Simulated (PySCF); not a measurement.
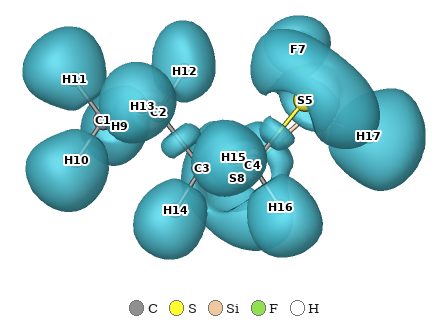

Figure 1: C4H9FS2Si. Isosurface of the ELF at 0.8 (cyan), seen at an oblique angle. Core shells and regions of very low density are left out.

Geometry: GFN2-xTB.

The calculation used PBE0/pcSseg-1, SCF density, gas phase, non-relativistic in PySCF.

```yaml
atoms:
  - { symbol: C, position_ang: [2.1251, 0.9599, -0.0312] }
  - { symbol: C, position_ang: [0.9570, 0.2258, -0.6735] }
  - { symbol: C, position_ang: [0.2679, -0.7279, 0.2962] }
  - { symbol: C, position_ang: [-0.7891, -1.5927, -0.3668] }
  - { symbol: S, position_ang: [-2.1822, -0.6028, -1.0213] }
  - { symbol: Si, position_ang: [-2.3059, 0.6718, 0.6823] }
  - { symbol: F, position_ang: [-2.3455, 2.2032, 0.1941] }
  - { symbol: S, position_ang: [-0.4980, 0.1900, 1.6987] }
  - { symbol: H, position_ang: [1.7844, 1.5476, 0.8178] }
  - { symbol: H, position_ang: [2.8744, 0.2536, 0.3197] }
  - { symbol: H, position_ang: [2.5891, 1.6290, -0.7508] }
  - { symbol: H, position_ang: [0.2301, 0.9515, -1.0471] }
  - { symbol: H, position_ang: [1.3133, -0.3582, -1.5264] }
  - { symbol: H, position_ang: [1.0088, -1.3804, 0.7671] }
  - { symbol: H, position_ang: [-0.3702, -2.1255, -1.2201] }
  - { symbol: H, position_ang: [-1.1995, -2.3159, 0.3388] }
  - { symbol: H, position_ang: [-3.4667, 0.4829, 1.5124] }
```

### Where are the electrons localised?

The ELF exceeds this value in three regions between bonded C–C atoms (shared pairs), two regions between bonded C–S atoms (shared pairs), nine regions around hydrogen nuclei, two regions on S in which the atom's valence shell and bonds are merged and one region wrapped around F (its lone pairs, merged into a ring or cap). Along the contacts the grid gives the following. C–C (1.52 Å): the ELF peaks at about 0.95 between the atoms (a covalent bond). Si–F (1.61 Å): the ELF peaks at about 0.85 in the valence shell of F, 0.6 Å from its nucleus, and is about 0.50 at the midpoint.
